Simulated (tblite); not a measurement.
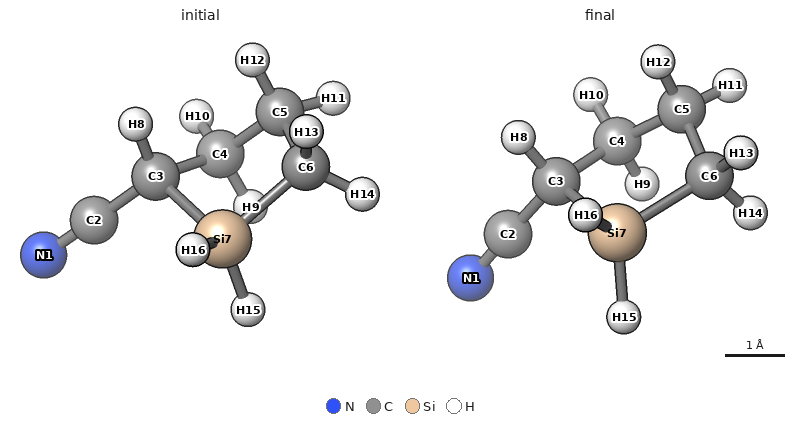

The structure of C5H9NSi before (left) and after (right) a relaxation, at one scale.

Style: ball-and-stick. Shown from a free direction.

Theory: tblite 0.8.0, GFN2-xTB geometry optimisation, gas phase. 

> What changed between the two?

H15 moves most after the best rigid fit: 0.81 Å. By element the largest moves are H 0.81 Å, N 0.66 Å, C 0.38 Å, Si 0.28 Å. Among the contacts that change: C6–H13 1.129 → 1.088 Å, C3–Si7 1.893 → 1.931 Å, C3–H8 1.116 → 1.094 Å, C6–Si7 1.889 → 1.906 Å. Bond angles that change, for instance: C4–C3–Si7 93.6° → 104.4°, C6–Si7–H15 107.5° → 114.0°, C2–C3–H8 114.3° → 107.8°. Groups turn about C6–Si7 by about 30°, C3–Si7 by about 30°, C3–C4 by about 25°. After 75 geometry steps the energy has fallen by 47.7 kJ/mol. The run took 0.82 s on 1 thread of Arm Neoverse N1, with other jobs on the host.
